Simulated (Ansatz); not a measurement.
# CsZnH3 in P4bm, a phase reached by a soft mode: a soft mode frozen in, part 2 of 3

Which phase does CsZnH3 in P4bm, a phase reached by a soft mode fall into along its unstable mode, and how much energy does it gain?

Ansatz 0.2.0; DFT r2SCAN, scalar-relativistic, plane waves, PAW; PAW set soft_1.

So far. Step 4 (The mode frozen in, largest atomic shift 0.45 Å): The run ends at a pressure of -0.83 GPa, with forces up to 0.41 eV/Å.

The structure was built from a prototype and need not be the compound's stable phase.

**5. Energy along the mode, all amplitudes (two of the runs are shown above)**

An imaginary frequency means negative curvature, so the energy should fall and then rise again as anharmonic terms take over.

This step gave:

```
depth at the lowest point sampled  : 3.423 meV/atom
largest atomic shift at that point : 0.45 Å
```

Table of energy from the parent by largest atomic shift:

| largest atomic shift (Å) | energy from the parent (meV/atom) |
| --- | --- |
| 0.000 | 0 |
| 0.040 | -0.051 |
| 0.080 | -0.203 |
| 0.140 | -0.602 |
| 0.220 | -1.38 |
| 0.320 | -2.50 |
| 0.450 | -3.42 |
| 0.600 | -1.91 |

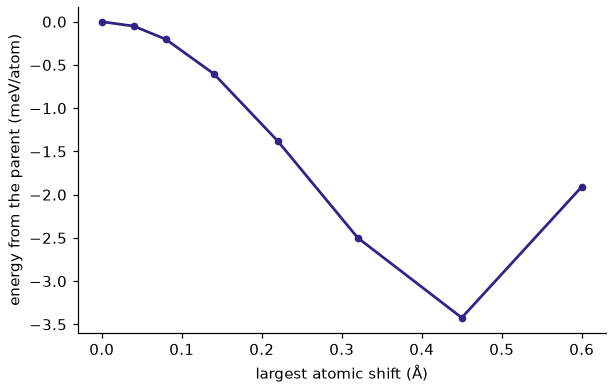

Energy from the parent against largest atomic shift.

Displacement at unit largest shift by atom:

```csv
atom,x (Å),y (Å),z (Å),size
Cs1,-0.01,0.03,0.00,0.03
Cs2,0.01,0.03,0.00,0.03
Zn3,0.35,-0.04,0.00,0.36
Zn4,-0.35,-0.04,0.00,0.36
H5,0.38,-0.59,0.71,1.00
H6,0.38,-0.59,-0.71,1.00
H7,-0.38,-0.59,0.71,1.00
H8,-0.38,-0.59,-0.71,1.00
H9,0.02,0.26,0.00,0.26
H10,-0.02,0.26,0.00,0.26
```

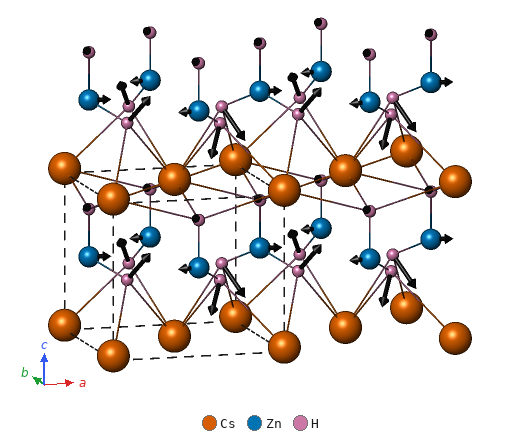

Displacement at unit largest shift as arrows, the longest 1.00 Å. 2×1×2 cells are drawn. Some periodic images of atoms are drawn too.

The lowest of the steps tried is at 0.45 Å, 3.42 meV/atom below the parent; the bottom of the well need not coincide with a step.

**6. Relaxing from the distorted cell**

Starting from the lowest point found, all atoms and the cell are let go, so that strain and other modes of the same symmetry can join in.

File input.yaml:

```yaml
crystal:
  lattice:
    - [5.927903034, 0.0, 0.0]
    - [0.0, 5.927903034, 0.0]
    - [0.0, 0.0, 5.3127044245]
  atoms:
    - { symbol: Cs, position: [0.4990771531, 0.5021372315, 0.0294963537] }
    - { symbol: Cs, position: [0.0009228469, 0.0021372315, 0.0294963537] }
    - { symbol: Zn, position: [0.0268813408, 0.4967437348, 0.5638645355] }
    - { symbol: Zn, position: [0.4731186592, -0.0032562652, 0.5638645355] }
    - { symbol: H, position: [0.2027484871, 0.2811309075, 0.5012424396] }
    - { symbol: H, position: [0.8553280893, 0.6285513053, 0.3814801802] }
    - { symbol: H, position: [0.2972515129, 0.7811309075, 0.5012424396] }
    - { symbol: H, position: [0.6446719107, 0.1285513053, 0.3814801802] }
    - { symbol: H, position: [0.0012454562, 0.5197274121, 0.8679630063] }
    - { symbol: H, position: [0.4987545438, 0.0197274121, 0.8679630063] }
kpoints:
  mp_grid: { grid: [4, 4, 4] }
hamiltonian:
  xc: r2scan
  pseudopotentials: { kind: paw, azcp: { folder: soft_1 } }
scf:
  occupations: { method: fixed }
output:
  forces: true
  stress: true
  eigenvalues: true
relax:
  adjacent_minimum: "off"
  f_tol: 0.002
  max_steps: 120
  cell: { stress_tol: 0.03 }
```

Started as:

```console
$ ansatz run input.yaml --threads 4 --pin off --max-ram 16384MiB --backend cpu --events-out ev --progress --plain --runs-dir out
```

Numbers of over 12 decimals in the logs are rounded to 6 here.

Output:

```text
[...]
Crystal: 10 atoms, lattice volume = 186.689 Å³
Basis set: ecut = 500 eV, 4711 PW (Γ), exchange–correlation on 180×180×160 points (64 copies of the dense FFT grid, shifted against one another)
Bands: 34, of which v1, the nominal top of the filled ones, is band 24 counted from 1 (23 counted from 0)
Symmetry: 2 space group operations
[...]
k-points: 30 of 64 (time reversal used)
[...]
SCF iter   1: F=—  HF=-18124.354568 eV  |F-HF|=—  |Δ(HF+E_count)|=         —  Δρ=9.34e-2  dr2=1.35e1  dr2_τ=4.87e-2  ethr=3.10e-3  ⟨swp⟩=5.0  Hψ=4165  notcnv=0  defer=226
[...]
SCF iter   9: F=-18120.951086 eV  HF=-18120.951086 eV  |F-HF|=6.62e-8  |Δ(HF+E_count)|=   1.81e-7  Δρ=8.06e-6  dr2=9.21e-8  dr2_τ=1.27e-9  ethr=2.08e-10  ⟨swp⟩=15.0  Hψ=7205  notcnv=0
SCF 1 converged in 9 iterations: F = -18120.951086 eV  dr2 = 9.21e-8
[...]
relax step   1: F+E_penalty+E_count = -18120.95108570 eV  Δ(F+E_penalty+E_count) = +0.000e0 eV  max|allowed force component| = 2.541e-1 eV/Å  Δτ_max = 0.0000 Å  P = -0.834 GPa  Ω = 186.689 Å³  (9 SCF iters, dr2 threshold 1.00e-7 eV, accepted)
Crystal: 10 atoms, lattice volume = 186.186 Å³
Basis set: ecut = 500 eV, 4719 PW (Γ), exchange–correlation on 180×180×160 points (64 copies of the dense FFT grid, shifted against one another)
[...]
iter 1 solved again at ethr=5.83e-4 eV; its pass at ethr=3.10e-3 eV (dr2=2.80e-1 eV) is discarded
[...]
SCF iter   8: F=-18121.097055 eV  HF=-18121.097055 eV  |F-HF|=4.88e-8  |Δ(HF+E_count)|=   6.57e-7  Δρ=8.02e-6  dr2=1.81e-7  dr2_τ=1.64e-9  ethr=2.08e-9  ⟨swp⟩=13.2  Hψ=6435  notcnv=0
SCF 2 converged in 8 iterations: F = -18121.097055 eV  dr2 = 1.81e-7
[...]
relax step   2: F+E_penalty+E_count = -18121.09705528 eV  Δ(F+E_penalty+E_count) = -1.460e-1 eV  max|allowed force component| = 3.477e-1 eV/Å  Δτ_max = 0.1945 Å  P = -0.254 GPa  Ω = 186.186 Å³  energy of the carried Pulay correction = +6.961e-5 eV  (8 SCF iters, dr2 threshold 1.00e-6 eV, accepted)
Crystal: 10 atoms, lattice volume = 185.104 Å³
Basis set: ecut = 500 eV, 4675 PW (Γ), exchange–correlation on 180×180×160 points (64 copies of the dense FFT grid, shifted against one another)
[...]
SCF iter   8: F=-18121.236741 eV  HF=-18121.236741 eV  |F-HF|=7.11e-8  |Δ(HF+E_count)|=   6.62e-7  Δρ=9.00e-6  dr2=2.50e-7  dr2_τ=2.11e-9  ethr=2.08e-9  ⟨swp⟩=14.2  Hψ=7239  notcnv=0
SCF 3 converged in 8 iterations: F = -18121.236741 eV  dr2 = 2.50e-7
relax step   3: F+E_penalty+E_count = -18121.23674143 eV  Δ(F+E_penalty+E_count) = -1.397e-1 eV  max|allowed force component| = 4.588e-1 eV/Å  Δτ_max = 0.1930 Å  P = +0.338 GPa  Ω = 185.104 Å³  energy of the carried Pulay correction = +2.201e-4 eV  (8 SCF iters, dr2 threshold 1.00e-6 eV, accepted)
[... from here on, the SCF cycles and remarks between the steps are left out ...]
relax step   4: F+E_penalty+E_count = -18121.33834200 eV  Δ(F+E_penalty+E_count) = -1.016e-1 eV  max|allowed force component| = 6.476e-1 eV/Å  Δτ_max = 0.1930 Å  P = +0.771 GPa  Ω = 184.117 Å³  energy of the carried Pulay correction = +3.580e-4 eV  (8 SCF iters, dr2 threshold 1.00e-6 eV, accepted)
relax step   5: F+E_penalty+E_count = -18121.45892724 eV  Δ(F+E_penalty+E_count) = -1.206e-1 eV  max|allowed force component| = 1.146e-1 eV/Å  Δτ_max = 0.2000 Å  P = +0.379 GPa  Ω = 186.309 Å³  energy of the carried Pulay correction = +5.259e-5 eV  (7 SCF iters, dr2 threshold 1.00e-6 eV, accepted)
relax step   6: F+E_penalty+E_count = -18121.44784000 eV  Δ(F+E_penalty+E_count) = +1.109e-2 eV  max|allowed force component| = 2.876e-1 eV/Å  Δτ_max = 0.1591 Å  P = -0.067 GPa  Ω = 189.349 Å³  energy of the carried Pulay correction = -3.653e-4 eV  (7 SCF iters, dr2 threshold 1.00e-6 eV, rejected (line search))
relax step   7: F+E_penalty+E_count = -18121.48354526 eV  Δ(F+E_penalty+E_count) = -2.462e-2 eV  max|allowed force component| = 7.766e-2 eV/Å  Δτ_max = 0.0794 Å  P = -0.016 GPa  Ω = 188.724 Å³  energy of the carried Pulay correction = -2.800e-4 eV  (11 SCF iters, accepted)
relax step   8: F+E_penalty+E_count = -18121.50052120 eV  Δ(F+E_penalty+E_count) = -1.698e-2 eV  max|allowed force component| = 3.205e-2 eV/Å  Δτ_max = 0.1000 Å  P = -0.097 GPa  Ω = 188.612 Å³  energy of the carried Pulay correction = -2.646e-4 eV  (7 SCF iters, dr2 threshold 3.77e-7 eV, accepted)
relax step   9: F+E_penalty+E_count = -18121.51516265 eV  Δ(F+E_penalty+E_count) = -1.464e-2 eV  max|allowed force component| = 6.759e-2 eV/Å  Δτ_max = 0.1463 Å  P = -0.199 GPa  Ω = 187.157 Å³  energy of the carried Pulay correction = -6.465e-5 eV  (8 SCF iters, dr2 threshold 6.42e-8 eV, accepted)
relax step  10: F+E_penalty+E_count = -18121.52003392 eV  Δ(F+E_penalty+E_count) = -4.871e-3 eV  max|allowed force component| = 6.768e-2 eV/Å  Δτ_max = 0.1273 Å  P = -0.143 GPa  Ω = 185.637 Å³  energy of the carried Pulay correction = +1.459e-4 eV  (8 SCF iters, dr2 threshold 2.86e-7 eV, accepted)
relax step  11: F+E_penalty+E_count = -18121.52120809 eV  Δ(F+E_penalty+E_count) = -1.174e-3 eV  max|allowed force component| = 1.030e-1 eV/Å  Δτ_max = 0.0189 Å  P = +0.078 GPa  Ω = 185.038 Å³  energy of the carried Pulay correction = +2.293e-4 eV  (6 SCF iters, dr2 threshold 2.97e-7 eV, accepted)
relax step  12: F+E_penalty+E_count = -18121.52251987 eV  Δ(F+E_penalty+E_count) = -1.312e-3 eV  max|allowed force component| = 2.041e-2 eV/Å  Δτ_max = 0.0162 Å  P = +0.012 GPa  Ω = 185.673 Å³  energy of the carried Pulay correction = +1.408e-4 eV  (6 SCF iters, dr2 threshold 6.63e-7 eV, accepted)
relax step  13: F+E_penalty+E_count = -18121.52289034 eV  Δ(F+E_penalty+E_count) = -3.705e-4 eV  max|allowed force component| = 7.565e-4 eV/Å  Δτ_max = 0.0072 Å  P = -0.003 GPa  Ω = 185.756 Å³  energy of the carried Pulay correction = +1.293e-4 eV  (6 SCF iters, dr2 threshold 2.60e-8 eV, accepted)
relax step  14: F+E_penalty+E_count = -18121.52289620 eV  Δ(F+E_penalty+E_count) = -5.863e-6 eV  max|allowed force component| = 1.765e-3 eV/Å  Δτ_max = 0.0020 Å  P = -0.001 GPa  Ω = 185.752 Å³  energy of the carried Pulay correction = +1.298e-4 eV  (8 SCF iters, accepted)
Basis set: ecut = 500 eV, 4687 PW (Γ), exchange–correlation on 180×180×180 points (64 copies of the dense FFT grid, shifted against one another)
[...]
SCF iter   7: F=-18121.523759 eV  HF=-18121.523759 eV  |F-HF|=1.46e-11  |Δ(HF+E_count)|=  8.37e-10  Δρ=6.15e-8  dr2=4.66e-12  dr2_τ=1.47e-13  ethr=1.00e-12  ⟨swp⟩=15.1  Hψ=6757  notcnv=0
SCF 15 converged in 7 iterations: F = -18121.523759 eV  dr2 = 4.66e-12
relax step  15: F+E_penalty+E_count = -18121.52375863 eV  Δ(F+E_penalty+E_count) = -8.624e-4 eV  max|allowed force component| = 1.848e-3 eV/Å  Δτ_max = 0.0000 Å  P = +0.003 GPa  Ω = 185.752 Å³  stress off target by 1.36e-2 GPa  SCF on the basis re-selected at this cell (its energy is not comparable with the rows above)  (7 SCF iters)
basis re-selected at this cell: Δ(F+E_penalty+E_count) = -8.624e-4 eV, ΔP = +0.003 GPa vs the last step (what re-selecting the basis moved, of the pressure what is left beyond the Pulay correction that the steps carried, after the strain that the cell walked since its last selection, with what the two solves' SCF thresholds leave and, on support functions, any second-order correction that the steps lacked; it is no measure of the basis error at this ecutwfc). The dense FFT grid was sized anew with the basis: this SCF ran on 45×45×45 points, the steps before it on 45×45×40, so part of this shift can come from that change (see relax.cell in the input reference). [rest of the remark cut]
SCF converged after 7 iterations
Free energy (F): -18121.523759 eV
[...]
Internal energy: -18121.523759 eV  (E = F + TS)
E sigma→0 (E₀):  -18121.523759 eV
Fermi energy:    2.508479 eV
[...]
--- Forces (eV/Å), atoms counted from 1 ---
  atom   1  Cs     0.00184817    -0.00016517     0.00041956
  atom   2  Cs    -0.00184817    -0.00016517     0.00041956
  atom   3  Zn    -0.00060590    -0.00011988    -0.00061802
  atom   4  Zn     0.00060590    -0.00011988    -0.00061802
  atom   5  H     -0.00009483     0.00039264     0.00038553
  atom   6  H      0.00027346     0.00012575     0.00079727
  atom   7  H      0.00009483     0.00039264     0.00038553
  atom   8  H     -0.00027346     0.00012575     0.00079727
  atom   9  H      0.00062130    -0.00023326    -0.00098281
  atom  10  H     -0.00062130    -0.00023326    -0.00098281
  max |Σ_I F_I| component: 3.05e-6 eV/Å
--- Stress (GPa, compression-positive) ---
        0.004274      -0.000000       0.000000
       -0.000000      -0.010293      -0.000328
        0.000000      -0.000328       0.013631
  P = ⅓ Tr σ = 0.0025 GPa (0.025 kbar)
--- Band table (eV; the first three rows and the last of 30) ---
  k-point 0: bands = [... 20 lower, 1.4794, 1.6564, 1.8898, 2.0851, 6.4933, 6.8985, 7.0693, 7.4396, ... 6 higher]
  k-point 1: bands = [... 20 lower, 0.9950, 1.3826, 1.4983, 1.9769, 6.9102, 7.1897, 7.5454, 8.0033, ... 6 higher]
  k-point 2: bands = [... 20 lower, 0.4863, 0.8610, 1.2890, 1.8926, 7.3195, 7.6303, 8.2523, 8.2999, ... 6 higher]
  k-point 29: bands = [... 20 lower, 1.5695, 1.5695, 1.8416, 1.8416, 6.9528, 6.9528, 8.8808, 8.8808, ... 6 higher]
--- Relaxed structure (14 steps of the walk, 13 accepted, 1 SCFs on fresh bases) ---
  F+E_penalty+E_count = -18121.52375863 eV   max|allowed force component| = 1.848e-3 eV/Å   (the final SCF, on the basis selected at the relaxed cell)
  cell:  # Å, volume = 185.7521 Å³
    - [6.062193, 0.0, 0.0]
    - [0.0, 5.493970, 2.09206636095544e-5]
    - [0.0, 1.8749514201644717e-5, 5.577217]
  atoms:
    - { symbol: Cs, position: [0.496797, 0.535714, 0.068779] }
    - { symbol: Cs, position: [0.00320316, 0.035714, 0.068779] }
    - { symbol: Zn, position: [0.073995, 0.535646, 0.568828] }
    - { symbol: Zn, position: [0.426005, 0.035646, 0.568828] }
    - { symbol: H, position: [0.249842, 0.285494, 0.568772] }
    - { symbol: H, position: [0.957804, 0.535694, 0.312814] }
    - { symbol: H, position: [0.250158, 0.785494, 0.568772] }
    - { symbol: H, position: [0.542196, 0.035694, 0.312814] }
    - { symbol: H, position: [-0.042171, 0.535743, 0.824854] }
    - { symbol: H, position: [0.542171, 0.035743, 0.824854] }
```

Wall time 3.3 min (4 threads of Arm Neoverse V1, shared host); peak memory 0.9 GiB.

The steps of the relaxation:

```csv
step,energy less that of the first step (eV),largest force component (eV/Å),pressure (GPa),volume (Å³)
1,0.0000,0.2541,-0.83,186.69
2,-0.1460,0.3478,-0.25,186.19
3,-0.2857,0.4588,0.34,185.10
4,-0.3873,0.6476,0.77,184.12
5,-0.5078,0.1146,0.38,186.31
6,-0.4968,0.2876,-0.07,189.35
7,-0.5325,0.0777,-0.02,188.72
8,-0.5494,0.0321,-0.10,188.61
9,-0.5641,0.0676,-0.20,187.16
10,-0.5689,0.0677,-0.14,185.64
11,-0.5701,0.1030,0.08,185.04
12,-0.5714,0.0204,0.01,185.67
13,-0.5718,0.0008,0.00,185.76
14,-0.5718,0.0018,0.00,185.75
15*,-0.5727,0.0018,0.00,185.75
```

Relaxation steps marked * repeat the geometry before them on a plane-wave basis chosen anew for their cell, so energy and pressure can jump there. Relaxation step 6 was tried and not accepted.

Forces are held to the 2 operations that the run works with; a distortion that breaks them can't arise in this run.

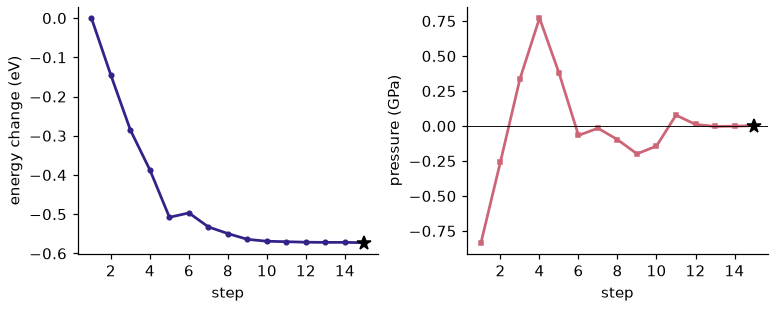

Energy and pressure along the relaxation. Stars mark steps on a basis chosen anew.

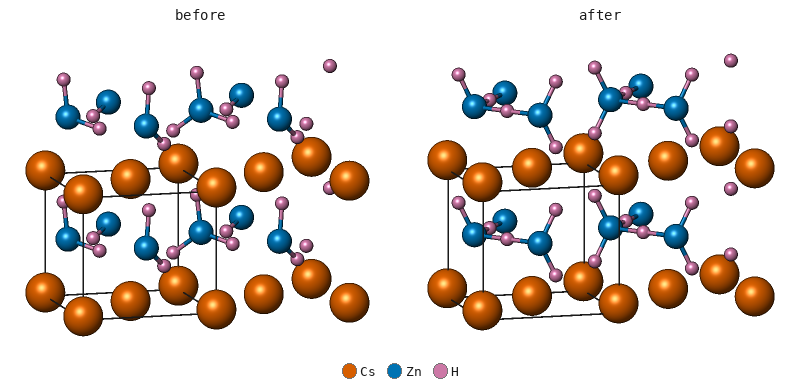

Before and after, at one scale. Bonds to atoms that aren't drawn are left out.

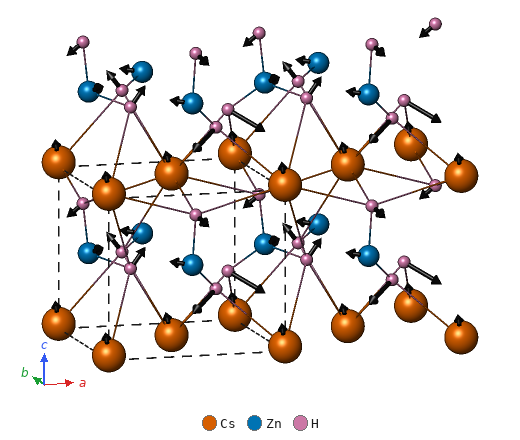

Displacements in the relaxation, exaggerated, measured against the changing cell; the longest in the cell stands for 0.89 Å. Bonds to atoms that aren't drawn are left out. 2×1×2 cells are drawn. Some periodic images of atoms are drawn too.

```
     cell as run  before  after  change
           a (Å)   5.928  6.062  +2.3 %
           b (Å)   5.928  5.494  -7.3 %
           c (Å)   5.313  5.577  +5.0 %
volume (Å³/atom)   18.67  18.58  -0.5 %
```

The atoms that moved most (Å, as changes of fractional coordinates times the final cell):

```
atom      dx      dy      dz  length
  H6   0.621  -0.510  -0.383   0.890
  H8  -0.621  -0.510  -0.383   0.890
  H7  -0.285   0.024   0.377   0.473
  H5   0.285   0.024   0.377   0.473
  H9  -0.263   0.088  -0.240   0.367
 H10   0.263   0.088  -0.240   0.367
 Zn3   0.286   0.214   0.028   0.358
 Zn4  -0.286   0.214   0.028   0.358
```

Numbers from this step:

* pressure: 0.002537 GPa
* gap on the k-mesh: 3.319 eV
* volume per atom: 18.58 Å³

The distorted start has space group Pc; the relaxation ends in Pmma.

**7. The new phase in its own primitive cell**

The relaxed structure is symmetrised, reduced to its primitive cell and relaxed tightly, as its phonons need.

input.yaml, the sections that differ from step 6:

```yaml
crystal:
  lattice:
    - [5.4939702537, 0.0, 0.0]
    - [0.0, 5.5772171914, 0.0]
    - [0.0, 0.0, 6.062193261]
  atoms:
    - { symbol: Cs, position: [0.25, 0.0, 0.2467968385] }
    - { symbol: Cs, position: [0.75, 0.0, 0.7532031615] }
    - { symbol: Zn, position: [0.25, 0.5, 0.823994694] }
    - { symbol: Zn, position: [0.75, 0.5, 0.176005306] }
    - { symbol: H, position: [0.0, 0.5, 0.0] }
    - { symbol: H, position: [0.25, 0.2440351309, 0.7078043435] }
    - { symbol: H, position: [0.5, 0.5, 0.0] }
    - { symbol: H, position: [0.75, 0.2440351309, 0.2921956565] }
    - { symbol: H, position: [0.25, 0.7559648691, 0.7078043435] }
    - { symbol: H, position: [0.75, 0.7559648691, 0.2921956565] }
relax:
  adjacent_minimum: "off"
  f_tol: 0.001
  max_steps: 60
  cell: { stress_tol: 0.01 }
# kpoints, hamiltonian, scf, output: as in step 6
```

Output:

```text
[...]
Crystal: 10 atoms, lattice volume = 185.752 Å³
Basis set: ecut = 500 eV, 4687 PW (Γ), exchange–correlation on 180×180×180 points (64 copies of the dense FFT grid, shifted against one another)
Bands: 34, of which v1, the nominal top of the filled ones, is band 24 counted from 1 (23 counted from 0)
Symmetry: 8 space group operations
[...]
k-points: 27 of 64
[...]
- { symbol: Cs, position: [0.75, 0, 0.753037] }
    - { symbol: Zn, position: [0.25, 0.500000, 0.824032] }
    - { symbol: Zn, position: [0.75, 0.500000, 0.175968] }
    - { symbol: H, position: [0, 0.500000, 0] }
    - { symbol: H, position: [0.25, 0.244127, 0.707853] }
    - { symbol: H, position: [0.5, 0.500000, 0] }
    - { symbol: H, position: [0.75, 0.244127, 0.292147] }
    - { symbol: H, position: [0.25, 0.755873, 0.707853] }
    - { symbol: H, position: [0.75, 0.755873, 0.292147] }
[key lines of the parts left out:]
SCF converged after 6 iterations
Free energy (F): -18121.523768 eV
Fermi energy:    2.504066 eV
P = ⅓ Tr σ = 0.0003 GPa (0.003 kbar)
```

The job ended after 43 s (4 threads; peak memory 0.98 GiB; 2.8 min of CPU time).

Little changed from the start: no atom moved by 0.005 Å and no cell edge by 0.1 %.

This step gave:

* pressure: 3.07e-4 GPa
* gap on the k-mesh: 3.323 eV
* direct gap on mesh: 3.966 eV

The largest force component left is 0.19 meV/Å and the pressure is 0.000 GPa, within the tolerances set. The cell now holds 18.58 Å³/atom.

(Continued in part 3 of 3.)

[Logs are printed without paths, hosts, clocks, repeated set-up lines and the standing remarks that a program may print on its own settings, such as how far it seeks lower states.]

[Hosts, paths, dates, database ids (printed as entryN), source tags and the programs' standing remarks are cut or masked in the printed files.]
